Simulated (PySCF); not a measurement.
**SiHCl3O (Si(OH)Cl3) at 5 levels**

Aim: a comparison of 5 runs (B3LYP/6-31G*, PBE0/def2-SVP, MP2/def2-SVPD, MP2/6-311+G**, CCSD(T)/6-31G**) of SiHCl3O (Si(OH)Cl3). The job is set up through a Python script.

Program for the calculation: PySCF 2.14.0.

### 1 The structure to begin with

The species is SiHCl3O (6 atoms), meant as a singlet with charge 0. As SMILES, `O[Si](Cl)(Cl)Cl`. The coordinates come from a GFN2-xTB relaxation.

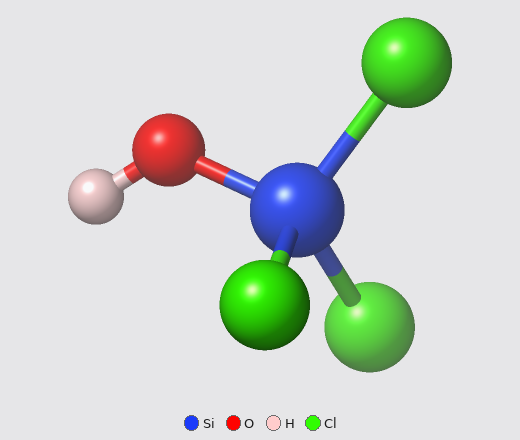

The structure, seen from a chosen angle (silicon blue, oxygen red, hydrogen pink, chlorine green).

### 2 Energy and forces at B3LYP/6-31G(d) (spherical functions) (run 1)

input.py

```python
from pyscf import gto, dft

molecule = gto.M(
    atom='''
Si    -0.110700    -0.205886    -0.603541
O     -0.113119    -0.187839     2.453280
H      0.600139     1.117036     3.477361
Cl     3.469745    -0.206604    -1.907055
Cl    -1.926217     2.870626    -1.930998
Cl    -1.919867    -3.387334    -1.489047
''',
    unit='bohr',
    max_memory=1860,
    spin=0,
    basis='6-31g*',
    verbose=4,
)

myscf = dft.RKS(molecule)
myscf.xc = 'b3lyp'
myscf.conv_tol = 1e-10
myscf.grids.level = 5
myscf.kernel()
if not myscf.converged:
    myscf = myscf.newton().run(myscf.mo_coeff, myscf.mo_occ)

etot = myscf.e_tot
print('E = %.10f Eh' % etot)
grad = myscf.nuc_grad_method().kernel()
dip = myscf.dip_moment()
pop, q = myscf.mulliken_pop()
```

Command:

```bash
$ OMP_NUM_THREADS=1 python input.py
```

Log:

```text
PySCF version 2.14.0

[... 74 lines left out ...]
converged SCF energy = -1746.08219114298
[... 14 lines left out ...]
Dipole moment(X, Y, Z, Debye):  0.62348,  1.14579,  1.31943
[... 95 lines left out ...]
charge of    5Cl =     -0.14349
```

Run time: 56 s. Hardware: 1 thread of Intel Xeon at 2.70GHz, shared host; peak memory 0.86 GiB.

### 3 Energy and gradient at PBE0/def2-SVP (run 2)

input.py

```python
# Si(OH)Cl3
import pyscf.grad
from pyscf import gto, dft

mol = gto.M(
    atom='''
Si    -0.110700    -0.205886    -0.603541
O     -0.113119    -0.187839     2.453280
H      0.600139     1.117036     3.477361
Cl     3.469745    -0.206604    -1.907055
Cl    -1.926217     2.870626    -1.930998
Cl    -1.919867    -3.387334    -1.489047
''',
    verbose=4,
    spin=0,
    charge=0,
    max_memory=1860,
    unit='bohr',
    basis='def2-svp',
)

calc0 = dft.RKS(mol)
calc0.xc = 'pbe0'
calc0.grids.level = 5
calc0.conv_tol = 1e-10
calc0.kernel()
if not calc0.converged:
    calc0 = calc0.newton().run(calc0.mo_coeff, calc0.mo_occ)

e_tot = calc0.e_tot
print('E(%s) = %.9f' % ('PBE0', e_tot))
grad = calc0.Gradients().kernel()
calc0.analyze()
```

Command:

```bash
$ OMP_NUM_THREADS=1 python input.py
```

Log:

```text
PySCF version 2.14.0

[... 102 lines left out ...]
MO #6   energy= -9.54724615901539  occ= 2
[... 16 lines left out ...]
MO #23  energy= -0.895394478606801 occ= 2
[... 16 lines left out ...]
MO #40  energy= 0.0769212858511539 occ= 0
[... 16 lines left out ...]
MO #57  energy= 0.75727437662171   occ= 0
[... 16 lines left out ...]
MO #74  energy= 1.03422319758764   occ= 0
[... 16 lines left out ...]
MO #91  energy= 3.67500074314216   occ= 0
[... 100 lines left out ...]
Dipole moment(X, Y, Z, Debye):  0.60379,  1.10882,  1.14989
```

It took 51 s on 1 thread of Intel Xeon at 2.70GHz, shared host; peak memory 0.89 GiB.

### 4 Energy and gradient at MP2/def2-SVPD (run 3)

job.py

```python
from pyscf import gto, scf, mp

mol = gto.Mole()
mol.atom = [
    ('Si', (-0.058580, -0.108950, -0.319380)),
    ('O', (-0.059860, -0.099400, 1.298220)),
    ('H', (0.317580, 0.591110, 1.840140)),
    ('Cl', (1.836110, -0.109330, -1.009170)),
    ('Cl', (-1.019310, 1.519070, -1.021840)),
    ('Cl', (-1.015950, -1.792500, -0.787970)),
]
mol.verbose = 4
mol.max_memory = 1860
mol.spin = 0
mol.basis = 'def2-svpd'
mol.build()

hf = scf.RHF(mol)
hf.conv_tol = 1e-10
hf.kernel()
if not hf.converged:
    hf = hf.newton().run(hf.mo_coeff, hf.mo_occ)

pt = mp.MP2(hf, frozen=21).run()
etot = pt.e_tot
print('E = %.10f Eh' % etot)
grad = pt.nuc_grad_method().kernel()
hf.analyze()
```

Command:

```bash
$ OMP_NUM_THREADS=1 python job.py
```

Log:

```text
PySCF version 2.14.0

[... 98 lines left out ...]
MO #11  energy= -8.0612108461204   occ= 2
[... 24 lines left out ...]
MO #36  energy= -0.478996200178428 occ= 2
[... 24 lines left out ...]
MO #61  energy= 0.32929088897251   occ= 0
[... 24 lines left out ...]
MO #86  energy= 0.712009656105843  occ= 0
[... 24 lines left out ...]
MO #111 energy= 1.31180819136158   occ= 0
[... 24 lines left out ...]
MO #136 energy= 4.23711326758532   occ= 0
[... 145 lines left out ...]
Dipole moment(X, Y, Z, Debye):  0.59904,  1.10028,  1.04317
```

Wall time 66 s (1 thread of Intel Xeon at 2.70GHz, shared host); peak memory 2 GiB.

Run 4 isn't shown in full; the table further down has it.

### 5 The energy at CCSD(T)/6-31G(d,p) (spherical functions) (run 5)

job.py

```python
from pyscf import gto, cc

system = gto.Mole()
system.atom = '''
Si    -0.110700    -0.205886    -0.603541
O     -0.113119    -0.187839     2.453280
H      0.600139     1.117036     3.477361
Cl     3.469745    -0.206604    -1.907055
Cl    -1.926217     2.870626    -1.930998
Cl    -1.919867    -3.387334    -1.489047
'''
system.basis = '6-31g**'
system.verbose = 3
system.unit = 'bohr'
system.max_memory = 1860
system.charge = 0
system.spin = 0
system.build()

calc0 = system.RHF()
calc0.conv_tol = 1e-10
calc0.kernel()
if not calc0.converged:
    calc0 = calc0.newton().run(calc0.mo_coeff, calc0.mo_occ)

mycc = cc.CCSD(calc0, frozen=21)
mycc.kernel()
e_t = mycc.ccsd_t()
e_final = mycc.e_tot + e_t
print('E = %.10f Eh' % e_final)
dip = calc0.dip_moment()
pop, q = calc0.mulliken_pop()
```

Command:

```bash
$ OMP_NUM_THREADS=1 python job.py
```

Log:

```text
converged SCF energy = -1743.00934033795
[... 3 lines left out ...]
Dipole moment(X, Y, Z, Debye):  0.68485,  1.25740,  1.32445
[... 98 lines left out ...]
charge of    5Cl =     -0.24865
```

It took 28 s on 1 thread of Intel Xeon at 2.70GHz, shared host; peak memory 0.39 GiB.

### 6 The series

```tsv
run	level	integration grid	frozen core orbitals	energy (Eh)	dipole moment (D) of the reference	HOMO energy (eV)	LUMO energy (eV)	wall time
1	B3LYP/6-31G* (spherical functions)	5	–	-1746.082191	1.86	-9.05	-0.20	56 s
2	PBE0/def2-SVP	5	–	-1744.882658	1.71	-9.21	0.52	51 s
3	MP2/def2-SVPD	–	21	-1743.247652	1.63	-12.77	1.65	66 s
4	MP2/6-311+G**	–	21	-1743.836835	1.75	-12.81	1.23	1.7 min
5	CCSD(T)/6-31G** (spherical functions)	–	21	-1743.707775	1.95	-12.80	3.96	28 s
```

### 7 Results

| quantity | value |
| --- | --- |
| run 5: total energy | -1743.70777 Eh |
| run 5: dipole moment (Hartree–Fock density) | 1.95 D |
| run 5: HOMO energy (Hartree–Fock orbitals) | -12.80 eV |
| run 5: LUMO energy (Hartree–Fock orbitals) | 3.96 eV |
| run 5: HOMO–LUMO gap (Hartree–Fock orbitals) | 16.76 eV |
| run 5: correlation energy (21 core orbitals frozen) | -698.4 mEh |
| run 5: (T) correction | -16.17 mEh |
| run 5: T1 diagnostic | 0.009 |

Totals of different functionals can't be ranked against each other. All runs together took 5.1 min, the longest 1.7 min.
